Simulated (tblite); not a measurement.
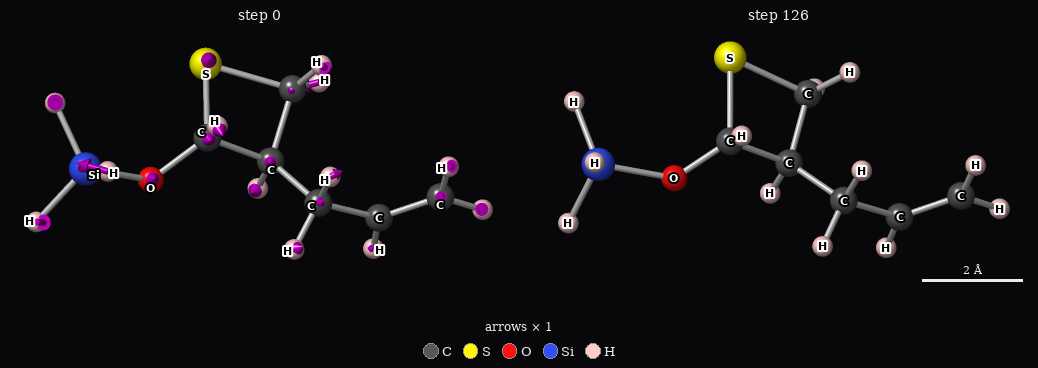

The structure of C$_{6}$H$_{12}$OSSi before (left) and after (right) a relaxation, at one scale. The purple arrows give the displacements, at their true length.

The picture is a ball-and-stick view, seen at a tilt.

All numbers below come from GFN2-xTB geometry optimisation, gas phase in tblite. 

### Describe what moved and what it gained.

Over 126 geometry steps the energy falls by 42.6 kJ/mol. The largest move after the best rigid fit is that of an H atom, 0.69 Å. By element the largest moves are H 0.69 Å, S 0.66 Å, C 0.34 Å, O 0.32 Å, Si 0.25 Å. Among the contacts that change: C–O 1.429 → 1.358 Å, C–C 1.352 → 1.319 Å, C–C 1.567 → 1.535 Å, O–Si 1.662 → 1.632 Å. Bond angles that change, for instance: O–Si–H 110.1° → 97.6°, C–O–Si 118.9° → 130.1°, S–C–H 113.1° → 107.8°. Groups turn about C–O by about 25°.
